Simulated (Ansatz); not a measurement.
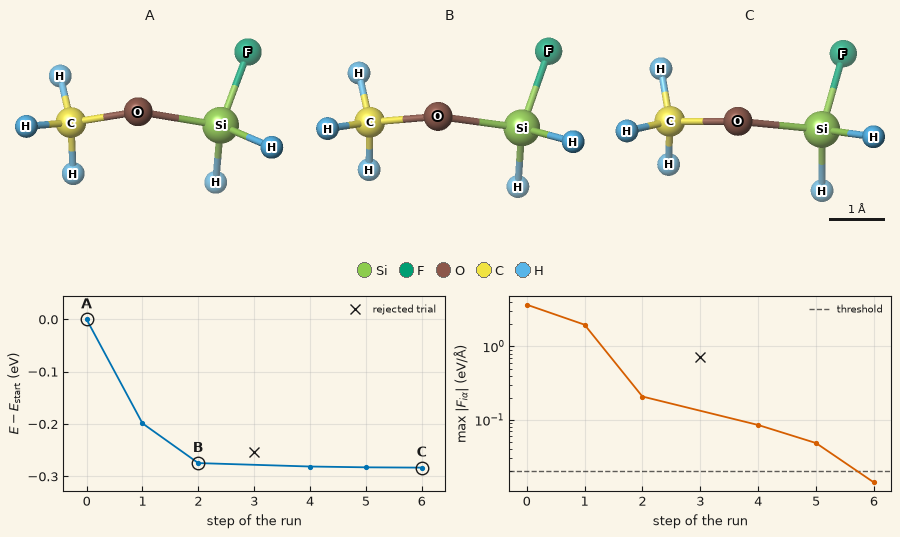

Frames of a relaxation of CH5FOSi, marked on the history of the run. A ball-and-stick model, seen from a free direction.

The run prepares the start of a later molecular dynamics calculation, from a guessed geometry.

Computed with RKS r2SCANh/6-31G (Ansatz 0.2.0). Settings: no spin polarisation; force threshold 0.02 eV/Å; at most 40 steps.

> What happens along the run?

The largest move after the best rigid fit is that of an H atom, 0.26 Å. By element the largest moves are H 0.26 Å, F 0.20 Å, O 0.18 Å, Si 0.08 Å, C 0.03 Å. Some distances before and after: F–Si 1.590 → 1.694 Å, H–Si 1.459 → 1.500 Å, C–O 1.420 → 1.447 Å, O–Si 1.680 → 1.702 Å. Among the angles between lasting bonds that change: H–Si–H 109.5° → 115.8°, O–Si–H 109.5° → 105.7°, F–Si–H 109.5° → 105.8°. After 5 accepted moves (6 points after the start) the energy has fallen by 0.283 eV. The largest force component goes from 3.7 to 0.014 eV/Å. The line search rejected the trial step at point 3 of the run. From step 0 to 2: an H atom moves most (0.15 Å), energy −0.274 eV. From step 2 to 6: F and H atoms move most (0.14 Å), energy −0.009 eV.

| step | E − E(0), eV | largest force component, eV/Å | note |
| --- | --- | --- | --- |
| 0 | 0.0000 | 3.6978 |  |
| 1 | -0.1985 | 1.9749 |  |
| 2 | -0.2744 | 0.2084 |  |
| 3 | -0.2534 | 0.7116 | rejected |
| 4 | -0.2810 | 0.0855 |  |
| 5 | -0.2825 | 0.0486 |  |
| 6 | -0.2831 | 0.0142 |  |
